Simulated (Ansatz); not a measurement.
The figure comes from a scan of Nb (bcc, W type): the cell is scaled evenly about its relaxed volume V₀. Method: r2SCAN (plane waves to 500 eV, PAW, scalar-relativistic; Ansatz, a quantum-chemistry and plane-wave program). k mesh 21×21×21 (Γ-centred), Fermi-Dirac smearing 0.05 eV. Compression counts positive. On this mesh the relaxed cell isn't quite at rest: it carries a pressure of 0.2 GPa (compression positive) at the zero of the scan. Nb is run without spin polarisation. Nb was relaxed with its symmetry unable to fall. 

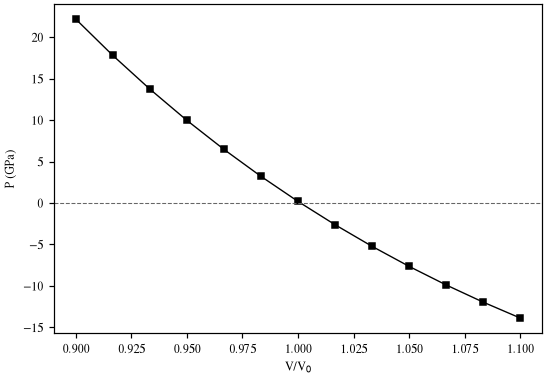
Fig. 1. P (GPa) against V/V₀; computed points joined by lines.

Task: Turn the plot into a table (rounded to what can be read).

Result: To the nearest 0.5:

```json
[
 {"V/V₀": "0.900", "P (GPa)": "22.0"},
 {"V/V₀": "0.917", "P (GPa)": "18.0"},
 {"V/V₀": "0.933", "P (GPa)": "13.5"},
 {"V/V₀": "0.950", "P (GPa)": "10.0"},
 {"V/V₀": "0.967", "P (GPa)": "6.5"},
 {"V/V₀": "0.983", "P (GPa)": "3.0"},
 {"V/V₀": "1.000", "P (GPa)": "0.0"},
 {"V/V₀": "1.017", "P (GPa)": "-2.5"},
 {"V/V₀": "1.033", "P (GPa)": "-5.0"},
 {"V/V₀": "1.050", "P (GPa)": "-7.5"},
 {"V/V₀": "1.067", "P (GPa)": "-10.0"},
 {"V/V₀": "1.083", "P (GPa)": "-12.0"},
 {"V/V₀": "1.100", "P (GPa)": "-14.0"}
]
```

(Under strain, the slope of the energy per volume gives the stress and its curvature an elastic modulus.)
